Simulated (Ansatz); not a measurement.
C$_{2}$H$_{2}$ClSi (charge +1)

Input file:

```
crystal:
  periodic: [false, false, false]
  atoms:
    - { symbol: C, position_ang: [-0.26716, 1.2933, 0.00633] }
    - { symbol: C, position_ang: [0.12947, 0.07661, -0.31041] }
    - { symbol: Si, position_ang: [0.28175, -1.60182, 0.17233] }
    - { symbol: Cl, position_ang: [0.7024, -3.45678, -0.0544] }
    - { symbol: H, position_ang: [-0.70942, 1.62845, 0.93583] }
    - { symbol: H, position_ang: [-0.13704, 2.06023, -0.74968] }
total_charge: 1
basis:
  gaussian: { orbitals: def2-SVP }
hamiltonian:
  xc: b3lyp
  dispersion: d4
relax:
  f_tol: 0.015
  max_steps: 40
output:
  orbitals: {}
```

Run with:

```sh
ansatz run input.yaml --threads 1 --pin off --max-ram 2048MiB --backend cpu --events-out ev --progress --plain --runs-dir out
```

The fields are those of the run's last geometry, not of the input's.

Theory: RKS B3LYP-D4/def2-SVP (Ansatz 0.2.0).

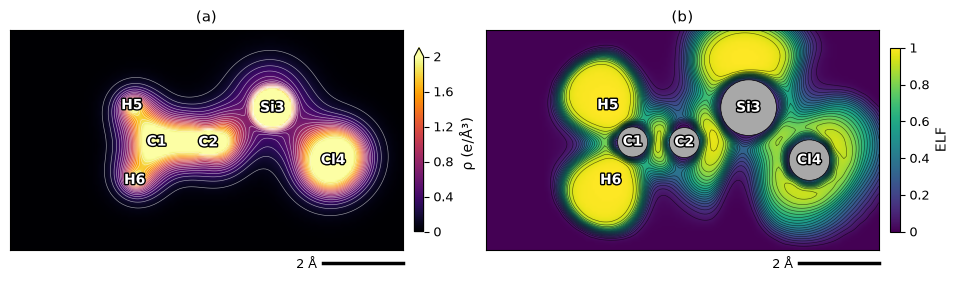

Figure 1. (a) electron density; (b) electron localisation function on the molecular plane. Grey discs cover the atomic cores in the ELF map.

### What does the map show?

The plane passes through C, Si, Cl and H nuclei. C–C (1.30 Å): the density is about 2.5 e/Å³ at the midpoint; the ELF peaks at about 0.95 between the atoms; a short, multiple covalent bond. C–Si (1.84 Å): ρ at the midpoint is about 0.91 e/Å³; the ELF peaks at about 0.95 between the atoms; a shared electron pair. Si–Cl (2.02 Å): ρ at the midpoint is about 0.91 e/Å³; the ELF peaks at about 0.85 between the atoms; a polar covalent bond. C–H (1.10 Å): ρ is about 1.9 e/Å³ halfway; the ELF climbs to about 1 towards the hydrogen, as it does in any bond to H: an ordinary covalent bond to hydrogen. The ELF also peaks beside Cl4 and Si3, away from the bonds: lone-pair regions.

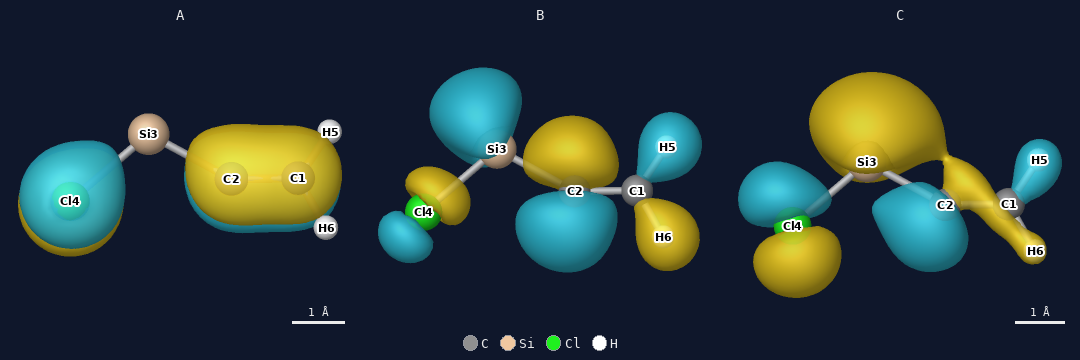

Figure 2. Three frontier orbitals at ±0.1 Å⁻³ᐟ² (yellow and cyan are the two phases), in no order.

### Order the three orbitals by energy and name them.

A is the HOMO−1 (−14.67 eV). Its weight (Hirshfeld) is mainly on Cl4 (about 35 %), C2 (about 30 %) and C1 (about 25 %); it changes sign across the molecular plane (π type); π-bonding across C1–C2. C is the HOMO (−13.06 eV). Its weight (Hirshfeld) is mainly on Si3 (about 50 %), Cl4 (about 25 %) and C2 (about 20 %); it is symmetric in the molecular plane (an in-plane orbital: σ, lone-pair or in-plane π type). B is the LUMO (−9.74 eV). By Hirshfeld shares it lies mainly on C2 (about 45 %), Si3 (about 30 %), C1 (about 10 %) and Cl4 (about 10 %); it is symmetric in the molecular plane (an in-plane orbital: σ, lone-pair or in-plane π type).

### What is the HOMO–LUMO gap?

3.32 eV between the orbital energies.

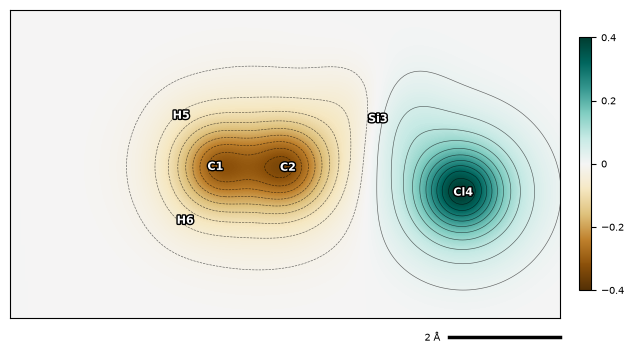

Figure 3. The HOMO−1 on a plane 0.8 Å above the molecular plane (values in Å⁻³ᐟ²; the overall sign is arbitrary).

### Where does this orbital lie, and at what energy?

By Hirshfeld shares it lies mainly on Cl4 (about 35 %), C2 (about 30 %) and C1 (about 25 %); it changes sign across the molecular plane (π type); π-bonding across C1–C2. Its energy is −14.67 eV.
